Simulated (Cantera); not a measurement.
Feed: 1 mol AlN, 2.2 mol Cl₂, 15 mol N₂, equilibrated at 1723.15 K.

Equilibrium computed with Cantera from the NASA thermochemical tables; the gas is ideal and each condensed phase is pure. Candidate condensed phases: Al, AlCl₃, AlN; 11 gas species. The tables' values for AlCl₂ are old estimates; treat these amounts as uncertain. Equilibrium is a limit: real reactors are often held back by kinetics, nucleation or transport.

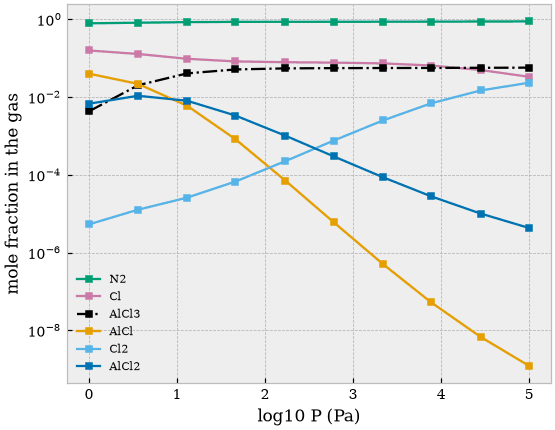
Figure. Equilibrium gas composition (values under 1e-9 drawn at 1e-9)

From 1.00 Pa to 100000 Pa nothing is condensed. The main Al-bearing gas is AlCl at 1.00 Pa and AlCl₃ at 100000 Pa.
